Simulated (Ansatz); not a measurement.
**TaRu: how the settings move a single-point run**

How sensitive is a single-point run of TaRu to its settings? A reference run comes first, then one run with altered input.

Method: reference: DFT, PBEsol, all-electron LAPW, scalar-relativistic, in Ansatz 0.2.0.

## 1. The structure to begin with

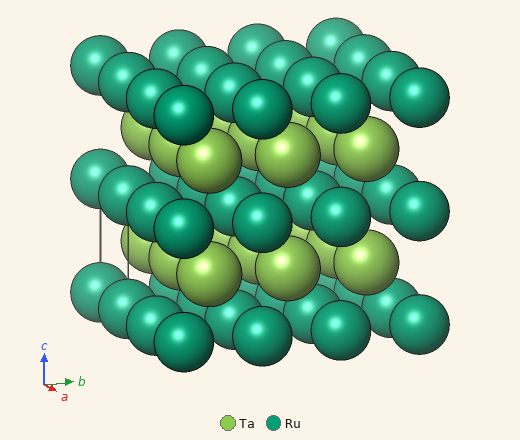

The starting structure, seen slightly off an axis (tantalum green, ruthenium teal). 3×3×2 cells are drawn. Atoms on the faces are drawn again on the opposite ones.

Structure file:

```
CELL_PARAMETERS angstrom
2.16770 0.00000 0.00000
0.00000 2.16770 0.00000
0.00000 0.00000 3.01975
ATOMIC_POSITIONS crystal
Ta 0.50000 0.50000 0.50000
Ru 0.00000 0.00000 0.00000
```

## 2. Reference

The input, input.yaml:

```yaml
crystal:
  lattice:
    - [2.1676965082, 0.0, 0.0]
    - [0.0, 2.1676965082, 0.0]
    - [0.0, 0.0, 3.0197501298]
  atoms:
    - { symbol: Ta, position: [0.5, 0.5, 0.5] }
    - { symbol: Ru, position: [0.0, 0.0, 0.0] }
kpoints:
  mp_grid: { grid: [12, 12, 11] }
  band_path:
    path:
      - [0.0, 0.0, 0.0]
      - [0.0, 0.5, 0.0]
      - [0.5, 0.5, 0.0]
      - [0.0, 0.0, 0.0]
      - [0.0, 0.0, 0.5]
      - [0.0, 0.5, 0.5]
      - [0.5, 0.5, 0.5]
      - [0.0, 0.0, 0.5]
      - [0.0, 0.5, 0.0]
    npoints: 6
scf:
  occupations: { method: fermi_dirac, width: 0.05 }
hamiltonian:
  xc: pbesol
  pseudopotentials: { kind: all_electron, lapw: { basis_error: 0.001 } }
output:
  forces: true
  stress: true
  eigenvalues: true
  populations: true
```

Run with:

```sh
$ ansatz run input.yaml --threads 1 --pin off --max-ram 2048MiB --backend cpu --events-out ev --progress --plain --runs-dir out
```

Excerpt of the output:

```text
[...]
Basis set: ecut = 536.9446085403715 eV, 379 PW (Γ), exchange–correlation at level 2
[...]
k-points: 168 of 1584
[...]
SCF iter   1: F=—  HF=-547650.542875 eV  |F-HF|=—  |Δ(HF+E_count)|=         —  Δρ=9.98e-2  dr2=2.25e0  ethr=2.85e-3  ⟨swp⟩=2.0  Hψ=51575  notcnv=0
preconditioner: auto → Kerker (q_TF=auto, 3.632 Å⁻¹)  [metal: Δε(μ)=0.018 eV  Ē_g=34.423 eV  σ=0.050 eV  W_gap=0.09  n_scr=14 (ndim 8)  ℏωp=61.6 eV  f_vac=0.000  D(μ)=1.30/eV (n_scr^D=14)]
SCF iter   2: F=—  HF=-547649.729359 eV  |F-HF|=—  |Δ(HF+E_count)|=   8.14e-1  Δρ=3.57e-2  dr2=3.07e-1  ethr=2.85e-3  ⟨swp⟩=2.0  Hψ=24567  notcnv=0  defer=1
[...]
SCF iter   9: F=—  HF=-547649.593650 eV  |F-HF|=—  |Δ(HF+E_count)|=   4.24e-7  Δρ=2.38e-5  dr2=1.02e-7  ethr=3.06e-9  ⟨swp⟩=2.0  Hψ=23626  notcnv=0
SCF iter  10: F=-547649.593650 eV  HF=-547649.593650 eV  |F-HF|=3.96e-9  |Δ(HF+E_count)|=   3.81e-8  Δρ=5.27e-6  dr2=3.69e-9  ethr=1.29e-10  ⟨swp⟩=2.0  Hψ=23627  notcnv=0
[...]
SCF converged after 10 iterations
Free energy (F): -547649.593650 eV
[...]
E sigma→0 (E₀):  -547649.589878 eV
[...]
Fermi energy:    59.635750 eV
[...]
  P = ⅓ Tr σ = 1006.4451 GPa (10064.451 kbar)
[...]
```

Wall time 1.9 min (1 thread of Arm Neoverse V1, shared host); peak memory 0.97 GiB.

## 3. Changing settings: starting moments, spin_polarized true

input.yaml, as its differences from that of step 2:

```diff
@@ -6,4 +6,4 @@
   atoms:
-    - { symbol: Ta, position: [0.5, 0.5, 0.5] }
-    - { symbol: Ru, position: [0.0, 0.0, 0.0] }
+    - { symbol: Ta, position: [0.5, 0.5, 0.5], spin: 1.0 }
+    - { symbol: Ru, position: [0.0, 0.0, 0.0], spin: 1.0 }
 kpoints:
@@ -32 +32,3 @@
   populations: true
+magnetization:
+  spin_polarized: true
```

Run with:

```sh
$ ansatz run input.yaml --threads 1 --pin off --max-ram 2048MiB --backend cpu --events-out ev --progress --plain --runs-dir out
```

What it wrote, shortened:

```text
Ta: projections on atomic orbitals take those of the free atom 1s2 2s2 2p6 3s2 3p6 3d10 4s2 4p6 4d10 4f14 5s2 5p6 5d3 6s2, of charge +0.00 (hamiltonian.pseudopotentials.projection_atoms)
Ru: projections on atomic orbitals take those of the free atom 1s2 2s2 2p6 3s2 3p6 3d10 4s2 4p6 4d7 5s1, of charge +0.00 (hamiltonian.pseudopotentials.projection_atoms)
LAPW: plane waves up to 11.871 Å⁻¹, error target 1.0e-3 eV per atom; small_component_spin mean_spin; Ru in spheres of 1.068 Å, 34 of its electrons in bands, Dirac shells []; Ta in spheres of 1.084 Å, 45 of its electrons in bands, Dirac shells []
[...]
Pseudopotentials: kind: all_electron
Pseudopotential: Ta, LAPW, valence charge 45, Koelling and Harmon's equation, gaussian nucleus
Pseudopotential: Ru, LAPW, valence charge 34, Koelling and Harmon's equation, gaussian nucleus
Functional definition: PBEsol
[...]
Crystal: 2 atoms, lattice volume = 14.190 Å³
Basis set: ecut = 536.9446085403715 eV, 379 PW (Γ), exchange–correlation at level 2
Bands: 49, of which v1, the nominal top of the filled ones, is band 40 counted from 1 (39 counted from 0)
Symmetry: 16 space group operations
Space group: P4/mmm (ITA 123), of the structure as read, at distance tolerance 2.4e-5 Å
Magnetic group: BNS 123.339 (UNI 999), of the structure as read, at distance tolerance 2.4e-5 Å
k-points: 168 of 1584
[...]
Starting moments: Σ|m| = 2 μB on 2 of 2 sites
[...]
the basis was enlarged: its passes take 318.5 KiB over the memory plan, 2 of 2 planned eigensolver slots
[...]
SCF iter  11: F=-547649.593647 eV  HF=-547649.593647 eV  |F-HF|=1.16e-9  |Δ(HF+E_count)|=   7.80e-9  Δρ=2.03e-6 (↑2.03e-6 ↓1.98e-6)  dr2=1.70e-9  dr2_m=3.32e-12  M=-0.000 μB ∫|m|=0.000 μB  ethr=1.58e-11 (applied; sched 1.34e-11)  ⟨swp⟩=2.1  Hψ=47610  notcnv=0
[...]
WARN: the starting moments were not kept: the SCF closed with an absolute magnetisation of 8.6e-7 μB, where they sum to 2 μB in size (2 sites). That is at most 0.1 of that sum. Measured as dr2_m measures the in/out step, that magnetisation stands 1.3e-13 eV from none, at or under the [...]
NSCF: frozen V_eff on 49 k-points
SCF converged after 11 iterations
Magnetization: -0.0000 μB (39.5000 up, 39.5000 down)
Absolute magnetization: 0.0000 μB (∫|ρ↑−ρ↓|)
Spin contamination: 0.0000 ħ² per cell (⟨S²⟩ above its minimum at these occupations)
Per-site moments (μB) at R_I (Å): [(4.411362652945172e-8, 1.083848237949402), (-3.7709942901642535e-7, 1.0677039109602633)]
Free energy (F): -547649.593647 eV
[...]
E sigma→0 (E₀):  -547649.589874 eV
Entropy (-TS):   -0.007545 eV (-3.773 meV/atom)
Fermi energy:    59.635743 eV
[...]
--- Forces (eV/Å), atoms counted from 1 ---
  atom   1  Ta    -0.00000000    -0.00000000     0.00000000
  atom   2  Ru    -0.00000000    -0.00000000     0.00000000
[...]
--- Stress (GPa, compression-positive) ---
     1006.380640       0.000000       0.000000
        0.000000    1006.380640       0.000000
        0.000000       0.000000    1006.572553
  P = ⅓ Tr σ = 1006.4446 GPa (10064.446 kbar)
--- Band table (eV; the first three rows and the last of 336) ---
[...]
--- Löwdin populations: 2 sites ---
  site symbol       q [e]    m [muB]
     0     Ta     73.1207     0.0000
     1     Ru     43.7579    -0.0000
  spilling = 0.001037 (of n_electrons = 117.000000)
```

It took 4.4 min on 1 thread of Arm Neoverse V1, shared host; peak memory 1.5 GiB.

With the changed spin polarisation the energy stays within 0.5 meV/atom: no moment survives, so both runs end on the same non-magnetic state.

## 4. Side by side

```
                                     run     ending  energy change  pressure (GPa)  gap (eV)  force (eV/Å)  cycles     time
                               reference  converged              0          1006.4      0.00          0.00      10  1.9 min
1: starting moments, spin_polarized true  converged   0.0 meV/atom          1006.4      0.00          0.00      11  4.4 min
```

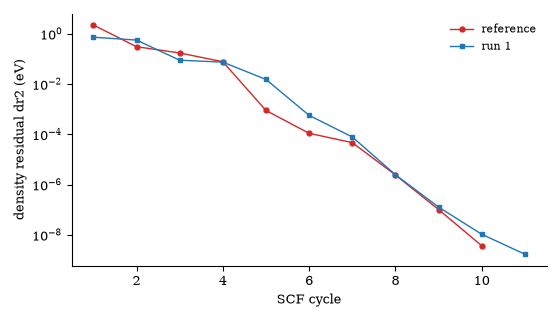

Residual by cycle in the longest SCF loop of each run; runs are numbered as in the table.

What this shows: With the changed spin polarisation the energy stays within 0.5 meV/atom: no moment survives, so both runs end on the same non-magnetic state. The structure is not at rest: the sound run finds 1006 GPa, so these are no properties of the relaxed crystal. 
